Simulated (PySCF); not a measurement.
# C₅H₉B: electronic excitations and core binding energies

Wanted: the electronic excitations and core binding energies of C₅H₉B (`CCBC1=CC1`), by calculation.

The runs use PySCF 2.14.0, with density-fitted response routines of our own; the level of theory stands in each step. All values are computed, except where a source is named. Atoms count from 0, in the outputs and in this text.

### Step 1. The molecule as given

15 atoms, charge 0, multiplicity 1; geometry from: GFN2-xTB.

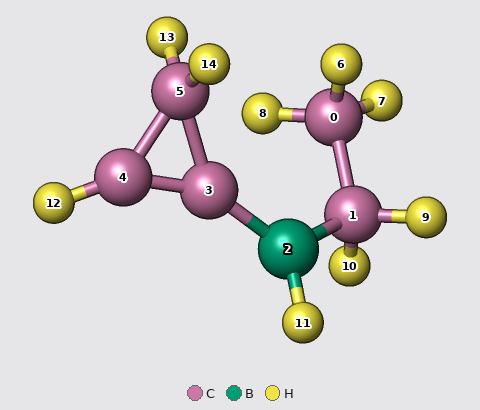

As it starts; carbon pink, boron teal, hydrogen yellow, atoms numbered.

### Step 2. TDDFT and polarisability: CAM-B3LYP/def2-SVPD

Job settings and geometry (Å):

```
{"job": {"kind": "uv", "xc": "CAM-B3LYP", "basis": "def2-SVPD", "nstates": 8, "ntriplets": 3}, "charge": 0, "multiplicity": 1}
C     -1.541750    -0.945970     0.093772
C     -1.574152     0.559666    -0.167904
B     -0.180831     1.296183    -0.280850
C      1.126014     0.554331    -0.168944
C      2.359005     0.279830    -0.529929
C      1.880311    -0.523783     0.614280
H     -1.039447    -1.157878     1.034772
H     -2.549977    -1.355220     0.145712
H     -1.006732    -1.460761    -0.701339
H     -2.158471     1.043781     0.622099
H     -2.142273     0.745255    -1.085712
H     -0.166568     2.457934    -0.450688
H      3.138193     0.363968    -1.248064
H      1.650350    -1.576844     0.482360
H      2.201915    -0.272504     1.618523
```

Method: TDDFT CAM-B3LYP/def2-SVPD, vertical, gas phase, core orbitals frozen in the response.

On the command line:

```sh
> OMP_NUM_THREADS=1 python probes_run.py task.json out
```

This one command runs all jobs of the session in turn.

Output:

```text
coarse grid: 12096 points
cycle   1  E = -220.3311936962  dE =  8.043e-01  |g| = 3.194e-01  |ddm| = 6.534e+00
cycle   2  E = -220.3423632450  dE = -1.117e-02  |g| = 2.823e-01  |ddm| = 9.465e-01
cycle   3  E = -220.3620314591  dE = -1.967e-02  |g| = 6.206e-02  |ddm| = 4.874e-01
cycle   4  E = -220.3627640390  dE = -7.326e-04  |g| = 3.458e-02  |ddm| = 1.333e-01
cycle   5  E = -220.3630580511  dE = -2.940e-04  |g| = 3.478e-03  |ddm| = 6.147e-02
cycle   6  E = -220.3630622487  dE = -4.198e-06  |g| = 1.129e-03  |ddm| = 1.168e-02
final grid: 115600 points
cycle   7  E = -220.4107347012  dE = -3.756e-05  |g| = 3.653e-03  |ddm| = 1.042e-01
cycle   8  E = -220.4107353947  dE = -6.935e-07  |g| = 3.427e-03  |ddm| = 1.530e-02
cycle   9  E = -220.4107383551  dE = -2.960e-06  |g| = 2.480e-04  |ddm| = 4.879e-03
cycle  10  E = -220.4107383614  dE = -6.249e-09  |g| = 2.481e-04  |ddm| = 9.237e-04
cycle  11  E = -220.4107383768  dE = -1.545e-08  |g| = 2.881e-05  |ddm| = 4.356e-04
cycle  12  E = -220.4107383772  dE = -3.594e-10  |g| = 1.709e-05  |ddm| = 8.362e-05
converged SCF energy = -220.4107383772

Static polarisability (au): isotropic 72.151, principal 56.521 70.209 89.722

Singlet excitations
state   eV       nm        f      main configurations
  1   4.5783    270.8   0.07590   H->L 0.88
  2   5.0108    247.4   0.03090   H-1->L 0.90
  3   5.7866    214.3   0.04266   H-2->L 0.88
  4   6.5567    189.1   0.00844   H-4->L 0.41, H-3->L 0.26, H-5->L 0.17
  5   6.9784    177.7   0.00978   H->L+1 0.68, H->L+4 0.19
  6   7.1191    174.2   0.00800   H->L+2 0.43, H->L+1 0.12, H-5->L 0.10
  7   7.2740    170.4   0.04536   H-5->L 0.35, H->L+2 0.20, H-4->L 0.12
  8   7.5437    164.4   0.02786   H-3->L 0.68, H-4->L 0.15, H-5->L 0.12

Triplet excitations (Tamm-Dancoff, eV): 3.1720 4.5004 5.1103
```

It took 49 s on 1 thread of Arm Neoverse N1, shared host; peak memory 0.87 GiB.

The orbitals next to the gap, with their largest atomic shares:

| orbital | eV | atoms |
| --- | --- | --- |
| HOMO−3 | -11.11 | C0 25 %, C1 24 %, H10 11 % |
| HOMO−2 | -10.17 | C1 24 %, B2 20 %, C0 12 % |
| HOMO−1 | -9.51 | C5 33 %, C3 20 %, C4 15 % |
| HOMO | -8.53 | C4 27 %, C3 27 %, C5 16 % |
| LUMO | -0.62 | B2 33 %, C4 20 %, C3 18 % |
| LUMO+1 | 1.17 | B2 45 %, C0 8 %, C4 6 % |
| LUMO+2 | 1.85 | C4 31 %, H12 22 %, C3 9 % |

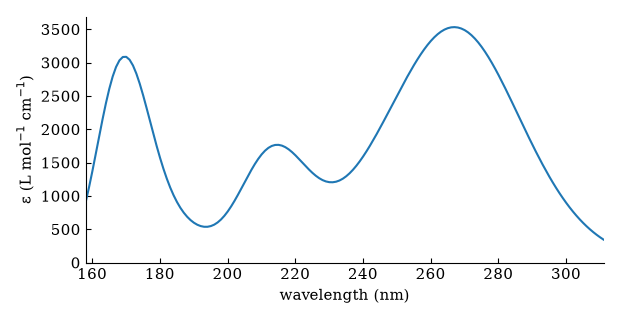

Absorption spectrum: each of the 8 states is a Gaussian band of 0.4 eV half-width at 1/e. Beyond the last state computed it falls off for lack of states.

Further results of this job:

| property | computed |
| --- | --- |
| dipole moment (D) | 0.46 |
| polarisability (Å³) | 10.69 |
| HOMO–LUMO gap (eV) | 7.91 |
| −ε(HOMO) (eV) | 8.53 |

### Step 3. Core holes by ΔSCF: SCAN, X2C

The job, as its differences from that of step 2:

```diff
@@ -1,2 +1,2 @@
-{"job": {"kind": "uv", "xc": "CAM-B3LYP", "basis": "def2-SVPD", "nstates": 8, "ntriplets": 3}, "charge": 0, "multiplicity": 1}
+{"job": {"kind": "xps"}, "charge": 0, "multiplicity": 1}
 C     -1.541750    -0.945970     0.093772
```

Method: delta-SCF UKS SCAN, pcX-2 on the ionised atom, pcseg-1 elsewhere, spin-free X2C.

Output:

```text
ground state, core basis on atom 0 (C), 160 functions
  cycle   1  E = -220.54862481  |g| = 5.37e-01
  cycle   2  E = -220.47176997  |g| = 7.51e-01
  cycle   3  E = -220.62117690  |g| = 1.82e-01
  cycle   4  E = -220.62914139  |g| = 6.93e-02
  cycle   5  E = -220.63047865  |g| = 1.36e-02
  cycle   6  E = -220.63052604  |g| = 5.58e-03
  cycle   7  E = -220.63053611  |g| = 1.54e-03
  cycle   8  E = -220.63053411  |g| = 5.20e-04
  cycle   9  E = -220.63053435  |g| = 1.19e-04
  E(ground) = -220.64105238 Eh
hole in C 1s of atom 0
  cycle   1  E = -209.40659718  |g| = 1.50e+00
  cycle   2  E = -208.82176287  |g| = 1.75e+00
  cycle   3  E = -209.91443197  |g| = 3.38e-01
  cycle   4  E = -209.92137371  |g| = 2.68e-01
  cycle   5  E = -209.96066856  |g| = 7.80e-02
  cycle   6  E = -209.96403213  |g| = 1.75e-02
  cycle   7  E = -209.96417036  |g| = 8.72e-03
  cycle   8  E = -209.96421432  |g| = 2.72e-03
  cycle   9  E = -209.96421974  |g| = 1.02e-03
  cycle  10  E = -209.96422069  |g| = 4.56e-04
  E(ion) = -209.97390575 Eh   <S^2> = 0.7676   hole on atom = 1.000   binding energy = 290.268 eV
ground state, core basis on atom 1 (C), 160 functions
  cycle   1  E = -220.62991636  |g| = 5.95e-02
  cycle   2  E = -220.62984132  |g| = 2.77e-02
  cycle   3  E = -220.62991753  |g| = 2.15e-02
  cycle   4  E = -220.63002672  |g| = 4.56e-03
  cycle   5  E = -220.63003216  |g| = 6.77e-04
  cycle   6  E = -220.63003325  |g| = 1.41e-04
  E(ground) = -220.64110498 Eh
hole in C 1s of atom 1
  cycle   1  E = -209.40884301  |g| = 1.51e+00
  cycle   2  E = -208.59779461  |g| = 1.86e+00
  cycle   3  E = -209.84176378  |g| = 4.90e-01
  cycle   4  E = -209.83865765  |g| = 4.66e-01
  cycle   5  E = -209.97513419  |g| = 7.66e-02
  cycle   6  E = -209.97779422  |g| = 3.76e-02
  cycle   7  E = -209.97846944  |g| = 1.07e-02
  cycle   8  E = -209.97854569  |g| = 3.60e-03
  cycle   9  E = -209.97855338  |g| = 1.63e-03
  cycle  10  E = -209.97855510  |g| = 8.18e-04
  cycle  11  E = -209.97855579  |g| = 4.26e-04
  E(ion) = -209.98835798 Eh   <S^2> = 0.7676   hole on atom = 1.000   binding energy = 289.876 eV
ground state, core basis on atom 2 (B), 160 functions
  cycle   1  E = -220.62270031  |g| = 4.93e-02
  cycle   2  E = -220.62236307  |g| = 4.06e-02
  cycle   3  E = -220.62244791  |g| = 3.75e-02
  cycle   4  E = -220.62283875  |g| = 1.06e-02
  cycle   5  E = -220.62286649  |g| = 1.32e-03
  cycle   6  E = -220.62286676  |g| = 2.44e-04
  E(ground) = -220.63473649 Eh
hole in B 1s of atom 2
  cycle   1  E = -213.02107899  |g| = 1.17e+00
  cycle   2  E = -211.33262681  |g| = 1.98e+00
  cycle   3  E = -213.23190008  |g| = 5.51e-01
  cycle   4  E = -213.31265953  |g| = 4.49e-01
  cycle   5  E = -213.44414696  |g| = 8.98e-02
  cycle   6  E = -213.44704189  |g| = 6.45e-02
  cycle   7  E = -213.44965565  |g| = 1.93e-02
  cycle   8  E = -213.45016067  |g| = 1.47e-02
  cycle   9  E = -213.45047081  |g| = 1.33e-02
  cycle  10  E = -213.45072481  |g| = 8.40e-03
  cycle  11  E = -213.45088900  |g| = 6.05e-03
  cycle  12  E = -213.45091416  |g| = 2.02e-03
  cycle  13  E = -213.45092236  |g| = 1.33e-03
  cycle  14  E = -213.45092722  |g| = 8.12e-04
  cycle  15  E = -213.45092900  |g| = 4.43e-04
  E(ion) = -213.46332340 Eh   <S^2> = 1.0333   hole on atom = 1.000   binding energy = 195.144 eV
ground state, core basis on atom 3 (C), 160 functions
  cycle   1  E = -220.63311634  |g| = 5.89e-02
  cycle   2  E = -220.63268047  |g| = 4.40e-02
  cycle   3  E = -220.63240901  |g| = 5.37e-02
  cycle   4  E = -220.63321343  |g| = 4.64e-03
  cycle   5  E = -220.63321873  |g| = 8.74e-04
  cycle   6  E = -220.63321895  |g| = 1.58e-04
  E(ground) = -220.64459030 Eh
hole in C 1s of atom 3
  cycle   1  E = -209.38543893  |g| = 1.52e+00
  cycle   2  E = -208.30958920  |g| = 2.05e+00
  cycle   3  E = -209.82496189  |g| = 5.47e-01
  cycle   4  E = -209.90893356  |g| = 3.29e-01
  cycle   5  E = -209.96183582  |g| = 9.69e-02
  cycle   6  E = -209.96677793  |g| = 3.52e-02
  cycle   7  E = -209.96746776  |g| = 1.11e-02
  cycle   8  E = -209.96761953  |g| = 5.10e-03
  cycle   9  E = -209.96769646  |g| = 4.45e-03
  cycle  10  E = -209.96773957  |g| = 3.10e-03
  cycle  11  E = -209.96776824  |g| = 1.71e-03
  cycle  12  E = -209.96777638  |g| = 8.44e-04
  cycle  13  E = -209.96777904  |g| = 4.39e-04
  E(ion) = -209.97799913 Eh   <S^2> = 0.8344   hole on atom = 1.000   binding energy = 290.253 eV
ground state, core basis on atom 4 (C), 160 functions
  cycle   1  E = -220.63333664  |g| = 6.31e-02
  cycle   2  E = -220.63214075  |g| = 7.32e-02
  cycle   3  E = -220.63297814  |g| = 4.60e-02
  cycle   4  E = -220.63355564  |g| = 7.01e-03
  cycle   5  E = -220.63356899  |g| = 8.28e-04
  cycle   6  E = -220.63356876  |g| = 2.14e-04
  E(ground) = -220.64469605 Eh
hole in C 1s of atom 4
  cycle   1  E = -209.36442319  |g| = 1.51e+00
  cycle   2  E = -207.62018990  |g| = 2.20e+00
  cycle   3  E = -209.76519534  |g| = 5.66e-01
  cycle   4  E = -209.90552366  |g| = 2.96e-01
  cycle   5  E = -209.94236614  |g| = 1.59e-01
  cycle   6  E = -209.95385944  |g| = 3.97e-02
  cycle   7  E = -209.95472906  |g| = 1.27e-02
  cycle   8  E = -209.95485253  |g| = 5.80e-03
  cycle   9  E = -209.95489305  |g| = 3.30e-03
  cycle  10  E = -209.95491953  |g| = 1.92e-03
  cycle  11  E = -209.95492708  |g| = 1.21e-03
  cycle  12  E = -209.95492975  |g| = 5.19e-04
  cycle  13  E = -209.95492974  |g| = 2.16e-04
  E(ion) = -209.96535197 Eh   <S^2> = 0.8158   hole on atom = 1.000   binding energy = 290.600 eV
ground state, core basis on atom 5 (C), 160 functions
  cycle   1  E = -220.63213263  |g| = 5.93e-02
  cycle   2  E = -220.63169931  |g| = 4.50e-02
  cycle   3  E = -220.63157852  |g| = 4.92e-02
  cycle   4  E = -220.63223504  |g| = 1.03e-02
  cycle   5  E = -220.63226270  |g| = 7.75e-04
  cycle   6  E = -220.63226394  |g| = 2.11e-04
  E(ground) = -220.64290707 Eh
hole in C 1s of atom 5
  cycle   1  E = -209.37578193  |g| = 1.51e+00
  cycle   2  E = -208.56453092  |g| = 1.91e+00
  cycle   3  E = -209.89184155  |g| = 3.61e-01
  cycle   4  E = -209.93762975  |g| = 1.41e-01
  cycle   5  E = -209.94265626  |g| = 1.05e-01
  cycle   6  E = -209.94832357  |g| = 2.74e-02
  cycle   7  E = -209.94873718  |g| = 6.86e-03
  cycle   8  E = -209.94877182  |g| = 2.78e-03
  cycle   9  E = -209.94877949  |g| = 1.63e-03
  cycle  10  E = -209.94878383  |g| = 9.66e-04
  cycle  11  E = -209.94878607  |g| = 6.55e-04
  cycle  12  E = -209.94878746  |g| = 5.49e-04
  cycle  13  E = -209.94878964  |g| = 4.22e-04
  E(ion) = -209.95807305 Eh   <S^2> = 0.7732   hole on atom = 1.000   binding energy = 290.749 eV
```

It took 2.3 min on 1 thread of Arm Neoverse N1, shared host; peak memory 0.6 GiB.

Binding energies by hole, beside the orbital energy of the ground state; the difference holds orbital relaxation and, for a density functional, its self-interaction error:

| hole | stands for | environment | ΔSCF (eV) | −ε (eV) | ⟨S²⟩ |
| --- | --- | --- | --- | --- | --- |
| C1s on C0 | C0 | methyl carbon | 290.27 | 273.1 | 0.768 |
| C1s on C1 | C1 | sp3 CH2 bonded to B | 289.88 | 273.0 | 0.768 |
| B1s on B2 | B2 | boron bonded to 2 C, H | 195.14 (doubtful) | 179.9 | 1.033 |
| C1s on C3 | C3 | fully substituted alkene carbon | 290.25 | 273.7 | 0.834 |
| C1s on C4 | C4 | alkene CH | 290.60 | 274.3 | 0.816 |
| C1s on C5 | C5 | three-membered-ring carbon | 290.75 | 274.0 | 0.773 |

Doubtful: the ion did not converge, its hole moved, or its ⟨S²⟩ is well above 0.75.

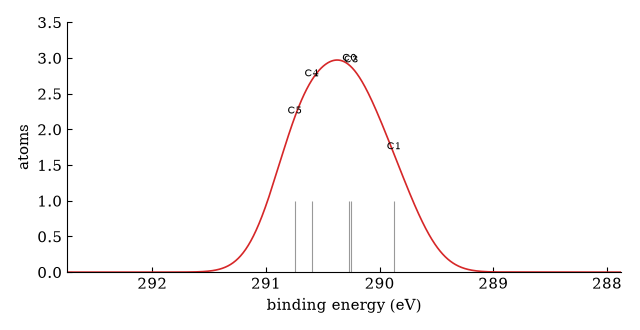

The C1s photoelectron lines, weighted by the number of atoms. Lines are broadened to a width of 0.60 eV (Gaussian).

### Step 4. Summary of results

| quantity | value |
| --- | --- |
| lowest singlet (CAM-B3LYP/def2-SVPD) | 4.58 eV (271 nm), f = 0.076 |
| lowest triplet | 3.17 eV |
| C1s binding energies, SCAN/pcX-2 | C5 290.75, C4 290.60, C0 290.27, C3 290.25, C1 289.88 eV |

What this shows: The first singlet state (HOMO→LUMO 0.88) lies at 4.58 eV and is bright. The lowest triplet lies 1.41 eV below the lowest singlet (triplets in Tamm-Dancoff, singlets in full TDDFT). C5 (three-membered-ring carbon) binds its C1s electron 0.87 eV more tightly than C1 (sp3 CH2 bonded to B).
